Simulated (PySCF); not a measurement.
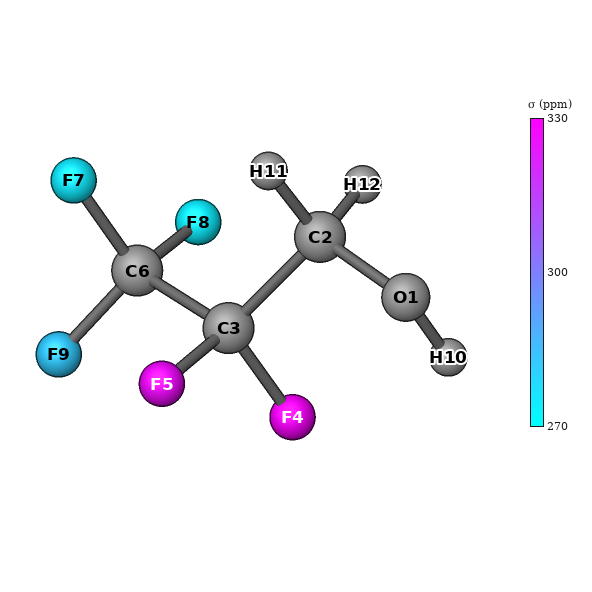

Atoms are coloured by their isotropic NMR shieldings (F only, the others grey). The computed structure is the end point of a PBE0-D3(BJ)/def2-SVP optimisation. No frequency run is at hand to confirm it as a minimum. Method: GIAO PBE0/pcSseg-1 NMR shielding, non-relativistic, IEF-PCM methanol (PySCF 2.14.0).

List the isotropic NMR shieldings of the F atoms.

```csv
atom,σ (ppm)
F4,329.1
F5,327.0
F7,274.8
F8,273.8
F9,282.4
```
